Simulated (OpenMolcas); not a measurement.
# Run report: C2H2F2 (charge +1), single-point calculation (part 1 of 2)

System: C2H2F2, charge +1, multiplicity 2.
Method: BLYP/aug-cc-pVDZ, UKS (OpenMolcas 26.06).

The geometry is that of the parent species in another charge or spin state. The geometry comes from this level: PBE0-D4/def2-TZVP.

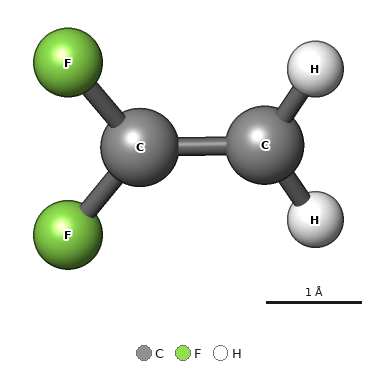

Fig. 1: The structure as given in the input (ball-and-stick view, seen at a tilt). Bond lengths as drawn: C–C 1.31 Å, C–F 1.31 Å and C–H 1.08 Å.

**Input**
```
* C2H2F2 Kohn-Sham DFT

&GATEWAY
  BASLIB=$CurrDir
  COORD
  6
  angstrom
  C       -0.115900       0.471000      -0.544400
  C        0.105000      -0.394600       0.420100
  F       -0.454900      -0.363600       1.607600
  F        0.919200      -1.422100       0.343000
  H        0.394200       0.360600      -1.488400
  H       -0.805600       1.284800      -0.384200
  BASIS=aug-cc-pVDZ
  GROUP=NoSym

&SEWARD
  GRIDINPUT
  Grid=UltraFine
  End of Grid

&SCF
  UHF
  CHARGE=1
  SPIN=2
  KSDFT=BLYP
  THRESHOLDS=1e-10 1e-07 1e-07 1e-05
  PRORBITALS=1 1
```

Command:
```bash
export MOLCAS_MEM=1860
pymolcas test.inp > test.log
```

**What the program printed**
```
--- Start Module: gateway ---

                                              &GATEWAY

                       available to each process: 1.9 GB of memory, 1 thread

 Basis Set     1 Label: C.AUG-CC-PVDZ
 Basis set is read from library:.
 basistype.tbl is not found

 Basis Set     2 Label: F.AUG-CC-PVDZ
 Basis set is read from library:.
 basistype.tbl is not found

 Basis Set     3 Label: H.AUG-CC-PVDZ
 Basis set is read from library:.
 basistype.tbl is not found

++    Symmetry information:
      ---------------------

                    Character Table for C1

                             E
                    a        1  x, y, xy, Rz, z, xz, Ry, yz, Rx, I
--

++    Basis set information:
      ----------------------

      Basis set label: C.AUG-CC-PVDZ.........

      Electronic valence basis set:
      ------------------
      Associated Effective Charge   6.000000 au
      Associated Actual Charge      6.000000 au
      Nuclear Model: Point charge

      Shell  nPrim  nBasis  Cartesian Spherical Contaminant
         s      10       4        X
         p       5       3        X
         d       2       2                 X

      Basis set label: F.AUG-CC-PVDZ.........

      Electronic valence basis set:
      ------------------
      Associated Effective Charge   9.000000 au
      Associated Actual Charge      9.000000 au
      Nuclear Model: Point charge

      Shell  nPrim  nBasis  Cartesian Spherical Contaminant
         s      10       4        X
         p       5       3        X
         d       2       2                 X

      Basis set label: H.AUG-CC-PVDZ.........

      Electronic valence basis set:
      ------------------
      Associated Effective Charge   1.000000 au
      Associated Actual Charge      1.000000 au
      Nuclear Model: Point charge

      Shell  nPrim  nBasis  Cartesian Spherical Contaminant
         s       5       3        X
         p       2       2        X
--

++    Molecular structure info:
      -------------------------

                    ************************************************
                    **** Cartesian Coordinates / bohr, angstrom ****
                    ************************************************

     Center  Label                x              y              z                     x              y              z
        1      C1              -0.219019       0.890061      -1.028767             -0.115900       0.471000      -0.544400
        2      C2               0.198421      -0.745686       0.793874              0.105000      -0.394600       0.420100
        3      F3              -0.859636      -0.687104       3.037924             -0.454900      -0.363600       1.607600
        4      F4               1.737036      -2.687380       0.648176              0.919200      -1.422100       0.343000
        5      H5               0.744930       0.681435      -2.812668              0.394200       0.360600      -1.488400
        6      H6              -1.522363       2.427920      -0.726033             -0.805600       1.284800      -0.384200

                    ***************************************
                    *    InterNuclear Distances / bohr    *
                    ***************************************

               1 C1            2 C2            3 F3            4 F4            5 H5            6 H6
    1 C1       0.000000
    2 C2       2.484340        0.000000
    3 F3       4.408607        2.481668        0.000000
    4 F4       4.408670        2.481680        4.056440        0.000000
    5 H5       2.038388        3.916950        6.219080        4.930581        0.000000
    6 H6       2.038471        3.917013        4.930512        6.219198        3.541875        0.000000

                    *******************************************
                    *    InterNuclear Distances / angstrom    *
                    *******************************************

               1 C1            2 C2            3 F3            4 F4            5 H5            6 H6
    1 C1       0.000000
    2 C2       1.314656        0.000000
    3 F3       2.332934        1.313242        0.000000
    4 F4       2.332968        1.313249        2.146575        0.000000
    5 H5       1.078669        2.072760        3.290996        2.609151        0.000000
    6 H6       1.078712        2.072794        2.609115        3.291058        1.874279        0.000000

                    **************************************
                    *    Valence Bond Angles / degree    *
                    **************************************
                          Atom centers                 Phi
                      2 C2       1 C1       5 H5       119.68
                      2 C2       1 C1       6 H6       119.68
                      5 H5       1 C1       6 H6       120.63
                      1 C1       2 C2       3 F3       125.19
                      1 C1       2 C2       4 F4       125.19
                      3 F3       2 C2       4 F4       109.63

           ***************************************************************
           *              Valence Dihedral Angles / degree               *
           ***************************************************************
                    Atom centers                       Phi1     Phi2     Theta
           3 F3       2 C2       1 C1       5 H5        125.19   119.68  -180.00
           3 F3       2 C2       1 C1       6 H6        125.19   119.68    -0.00
           4 F4       2 C2       1 C1       5 H5        125.19   119.68     0.00
           4 F4       2 C2       1 C1       6 H6        125.19   119.68   180.00
--

            Nuclear Potential Energy            118.25319160 au

--- Stop Module: gateway /rc=_RC_ALL_IS_WELL_ ---

--- Start Module: seward ---

                                              &SEWARD

                       available to each process: 1.9 GB of memory, 1 thread

               SEWARD will generate:
                  Multipole Moment integrals up to order  2
                  Kinetic Energy integrals
                  Nuclear Attraction integrals (point charge)
                  One-Electron Hamiltonian integrals
                  Velocity integrals
                  Orbital angular momentum around (  0.2443  -0.9255   0.9943 )
                  Velocity quadrupole around (  0.2443  -0.9255   0.9943 )
                  Two-Electron Repulsion integrals

                   Integrals are discarded if absolute value <: 1.00E-14
                   Integral cutoff threshold is set to       <: 1.00E-16

            Nuclear Potential Energy            118.25319160 au

      Basis set specifications :
      Symmetry species         a
      Basis functions          110

--- Stop Module: seward /rc=_RC_ALL_IS_WELL_ ---
--- Module seward spent 4 seconds ---

--- Start Module: scf ---

                                                &SCF

                       available to each process: 1.9 GB of memory, 1 thread

++    Input section:
      --------------

      Header of the integral files:

      Cartesian coordinates in angstrom:
      -----------------------------------------------------
      No.  Label        X            Y            Z
      -----------------------------------------------------
       1   C1        -0.11590000   0.47100000  -0.54440000
       2   C2         0.10500000  -0.39460000   0.42010000
       3   F3        -0.45490000  -0.36360000   1.60760000
       4   F4         0.91920000  -1.42210000   0.34300000
       5   H5         0.39420000   0.36060000  -1.48840000
       6   H6        -0.80560000   1.28480000  -0.38420000
      -----------------------------------------------------
      Nuclear repulsion energy =  118.25319160
--

++    Orbital specifications:
      -----------------------

      Symmetry species               1
                                     a
      Frozen orbitals                0
      Start temperature = 0.500
      End temperature   = 0.010
      Temperature Factor= 0.460
      Deleted orbitals               0
      Total number of orbitals     110
      Number of basis functions    110
--

      Molecular charge                           1.000

      Numerical integration parameters
      --------------------------------
      Radial quadrature type:                         MHL
      Size of radial grid:                            99
      Lebedev angular grid:                           41
      Angular grid pruned with the crowding factor:  1.00E+10
                                 and fading factor:  1.00E+01
      Screening threshold for integral computation:   1.00E-11
      Radial quadrature accuracy:                     1.00E-25
      Maximum batch size:                             128
      AO values are stored on disk
      The same grid will be used for all iterations.

      DFT functional specifications
      -----------------------------
      Using Libxc version: 6.2.2
      Please cite the following reference:
      S. Lehtola, C. Steigemann, M. J.T. Oliveira, and M. A.L. Marques.,  SoftwareX 7, 1–5 (2018) doi:10.1016/j.softx.2017.11.002

      * Becke 88
        - A. D. Becke.,  Phys. Rev. A 38, 3098 (1988) doi:10.1103/PhysRevA.38.3098
      * Lee, Yang & Parr
        - C. Lee, W. Yang, and R. G. Parr.,  Phys. Rev. B 37, 785 (1988) doi:10.1103/PhysRevB.37.785
        - B. Miehlich, A. Savin, H. Stoll, and H. Preuss.,  Chem. Phys. Lett. 157, 200 (1989) doi:10.1016/0009-2614(89)87234-3

++    Optimization specifications:
      ----------------------------

      SCF Algorithm: Conventional USCF
      D(i)-D(i-1) density differences are used
      Number of density matrices in core                 5
      Maximum number of NDDO SCF iterations            400
      Maximum number of HF SCF iterations              400
      Threshold for SCF energy change             1.00E-10
      Threshold for density matrix                1.00E-07
      Threshold for Fock matrix                   1.00E-07
      Threshold for linear dependence             1.00E-09
      Threshold at which DIIS is turned on        1.50E-01
      Maximum depth in the DIIS procedure                5
      Maximum depth in the BFGS Hessian update          30
      Threshold at which QNR/C2DIIS is turned on  7.50E-02
      Threshold for Norm(delta) (QNR/C2DIIS)      1.00E-05
      All orbitals punched on: UHFORB
--

      Input vectors read from INPORB
      Orbital file label: *Guess orbitals

++ Convergence information
                               UHF BLYP       iterations: Energy and convergence statistics

Iter     Tot. BLYP       One-elec.       Two-elec.     Energy      Max Dij or  Max Fij      DNorm      TNorm      AccCon     Time
         Energy          Energy          Energy        Change      Delta Norm                                                in Sec.
   1  -271.770216921  -625.684811495   235.661402975   0.00E+00    3.15E-01*   5.01E-01*    1.65E+01   1.67E+02   None         4.
   2  -268.429983623  -631.662438200   244.979262978   3.34E+00*   1.41E-01*   2.60E-01*    5.15E+02   1.64E+02   EDIIS        3.
   3  -276.069994710  -641.112476430   246.789290122  -7.64E+00*   2.57E-01*   8.40E-02*    1.40E+02   1.69E+02   EDIIS        3.
   4  -276.244475799  -631.911100404   237.413433006  -1.74E-01*   3.13E-01*   1.26E-01*    1.65E+01   1.68E+02   EDIIS        3.
   5  -276.227455831  -644.125174205   249.644526774   1.70E-02*   2.22E-01*   1.07E-01*    7.28E+00   1.69E+02   EDIIS        3.
   6  -276.656051250  -638.543059465   243.633816616  -4.29E-01*   3.68E-01*   5.31E-02*    2.11E+00   1.69E+02   EDIIS        3.
   7  -276.594250653  -639.750428136   244.902985884   6.18E-02*   7.65E-02*   3.44E-02*    2.10E+00   1.69E+02   EDIIS        3.
   8  -276.674993436  -638.597003382   243.668818347  -8.07E-02*   8.78E-02*   1.40E-02*    7.05E-01   1.69E+02   EDIIS        3.
   9  -276.675823536  -638.444165006   243.515149870  -8.30E-04*   1.83E-02*   9.06E-03*    4.38E-01   1.69E+02   EDIIS        3.

       Fermi aufbau procedure completed!
      nOcc(alpha)=   16
      nOcc(beta) =   15
```
